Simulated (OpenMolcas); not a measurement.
Predicting a hybrid from its neighbours: InSiH4F

InSiH4F has 7 atoms, charge 0, and is taken as a singlet. As SMILES, `[F][InH][SiH3]`. The shape is that of a PBE0-D4/def2-TZVP optimisation.

The vertical energy of the triplet above the singlet y, in eV, basis def2-SVP with a core potential; a is the functional's share of exact exchange. Programs: OpenMolcas 26.06.

| functional | program | a | y (eV) |
| --- | --- | --- | --- |
| BLYP | OpenMolcas | 0 | 3.90 |
| TPSS | OpenMolcas | 0 | 3.95 |
| B3LYP | OpenMolcas | 0.2 | ? |
| PBE0 | OpenMolcas | 0.25 | 4.13 |
| BHLYP | OpenMolcas | 0.5 | 4.39 |

Task: Fit y = c + s·a to the known rows and predict B3LYP.

Result: 
1. Means of the 4 rows: a = 0.1875, y = 4.093.
2. Σ(Δa)² = 0.17188, Σ(Δa·Δy) = 0.15812, so the slope is 0.15812/0.17188 = 0.91994.
3. Intercept: 4.093 − (0.91994) × 0.1875 = 3.921. The largest residual of the fit is 0.030.
4. B3LYP: 3.921 + (0.91994) × 0.2 = 4.10 eV.

The run gave 4.13 eV, so the prediction is off by -0.03 eV, within the largest residual. The rows mix families of semi-local functionals, which the line can't see. Spin-orbit coupling is left out.

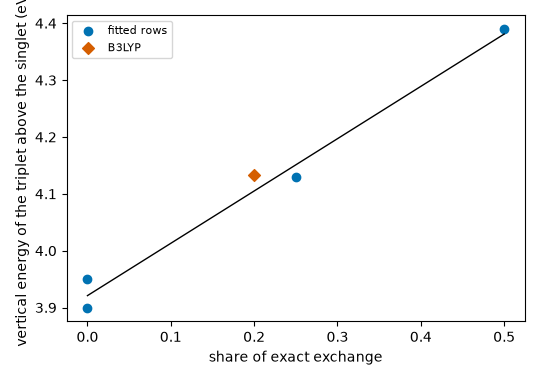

The fitted line, with the withheld row.
